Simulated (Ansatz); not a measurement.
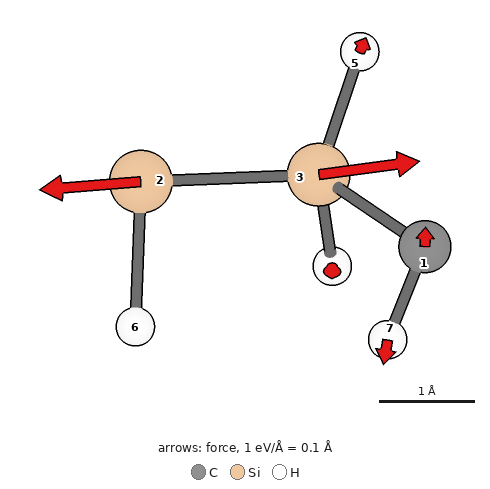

Starting geometry of CH$_{4}$Si$_{2}$ with the computed forces as red arrows. Style: ball-and-stick. Shown at a tilt.

It is one of the separated reactants of a reaction.

Computed with RKS PBE-D4/def2-SVP (Ansatz).

The input:
```yaml
crystal:
  periodic: [false, false, false]
  atoms:
    - {symbol: C, position_ang: [1.031368, -1.106799, -0.818039]}
    - {symbol: Si, position_ang: [0.042645, 1.353513, 1.062455]}
    - {symbol: Si, position_ang: [-0.044120, 0.425972, -0.579764]}
    - {symbol: H, position_ang: [-1.319719, -0.182516, -0.441956]}
    - {symbol: H, position_ang: [0.025704, 1.307289, -1.690981]}
    - {symbol: H, position_ang: [-0.397792, 0.154918, 1.904036]}
    - {symbol: H, position_ang: [0.591035, -1.644346, -0.017570]}
basis:
  gaussian: {orbitals: def2-SVP}
hamiltonian: {xc: pbe, dispersion: d4}
relax: {f_tol: 0.03, max_steps: 250}
```

Command:
```bash
ansatz run in.yaml --threads 2 --pin off --events-out ev --progress --plain --max-ram 4352MiB
```

> What follows when this structure is relaxed?

It isn't relaxed: the largest force vector, on Si atoms, is 10.91 eV/Å. The final displacements have little in common with the starting forces (cosine between the two patterns 0.06). Over 17 geometry steps the energy falls by 471.1 kJ/mol. The largest force component goes from 9.7 to 0.023 eV/Å. H4 moves most after the best rigid fit: 1.36 Å. By element the largest moves are H 1.36 Å, Si 1.04 Å, C 0.87 Å. Some distances before and after: C1–Si2 3.251 → 1.821 Å, Si2–H4 2.545 → 1.743 Å, Si2–Si3 1.888 → 2.652 Å, Si3–H4 1.420 → 1.740 Å. New bonds form: C1–Si2 (3.25 → 1.82 Å). Bond angles that change, for instance: C1–Si3–Si2 118.9° → 43.3°, Si2–Si3–H4 99.6° → 40.5°, Si3–C1–H7 94.6° → 133.1°.
